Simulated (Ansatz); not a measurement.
Consider SiO$_{2}$ in the rutile structure (space group P4_2/mnm, No. 136; a = 4.185 Å, c = 2.669 Å).

One thing is altered: every lattice vector is shortened by 0.91 %; the atoms relax in the strained cell.

Calculations: DFT with r2SCAN, PAW potentials and a 500 eV plane-wave cutoff in Ansatz (an electronic-structure program), no spin-orbit coupling.

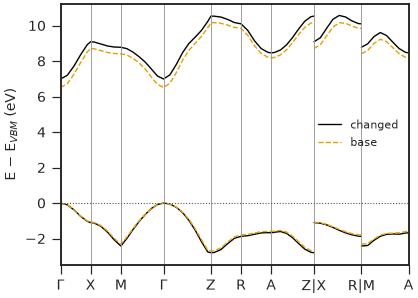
Fig. 1. Highest valence and lowest conduction band along the path, each from its own valence-band maximum

Problem. Read the changed gap and its character from the plot.

Solution. About 7.0 eV, direct at Γ.

Stability against distortions was not tested.
